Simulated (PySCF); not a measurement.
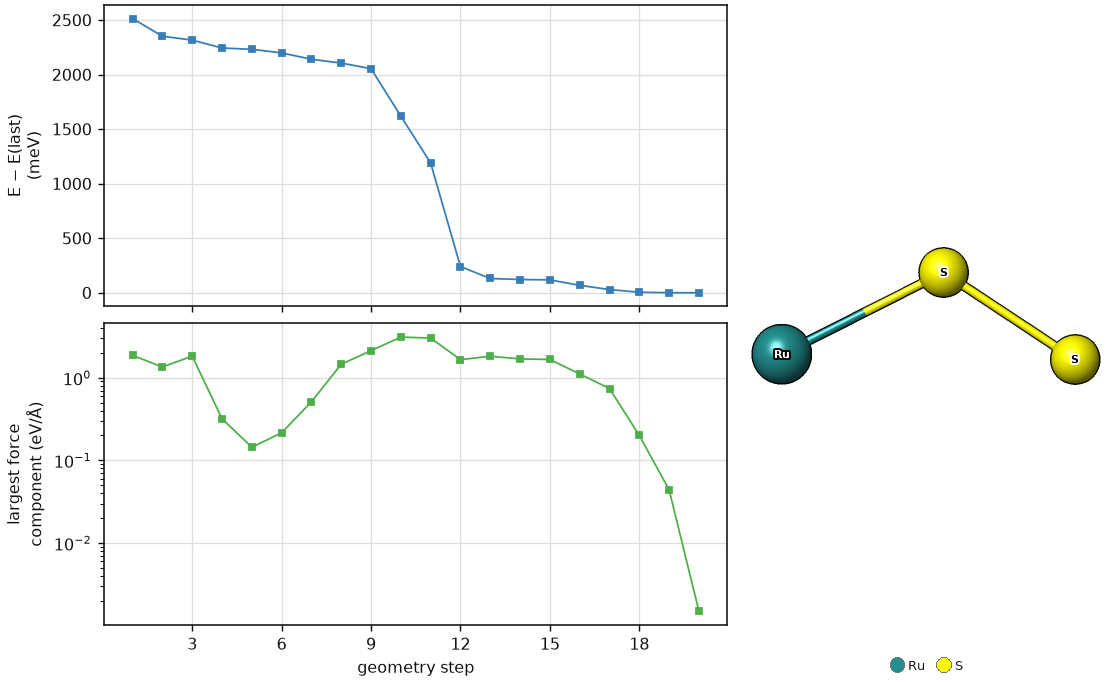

Beside the plot: the molecule at the start.

History of a geometry optimisation. RuS2- molecule (charge −1), multiplicity 4; PySCF 2.14.0, UKS-based PBE, Ru def2-SVPD with ECP28, S def2-SVPD; non-relativistic Hamiltonian with scalar-relativistic core potentials; density fitting. The start has point group Cs, which is kept, and the end C2v. A held symmetry can leave a saddle point.

The optimisation met its thresholds at geometry 20, counting the start as the first. The energy fell by about 2500 meV from the first step to the last. The largest force component goes from about 1.9 eV/Å at the start to 1.5 × 10⁻³ eV/Å at the end, with a peak of 3.1 eV/Å at step 10.
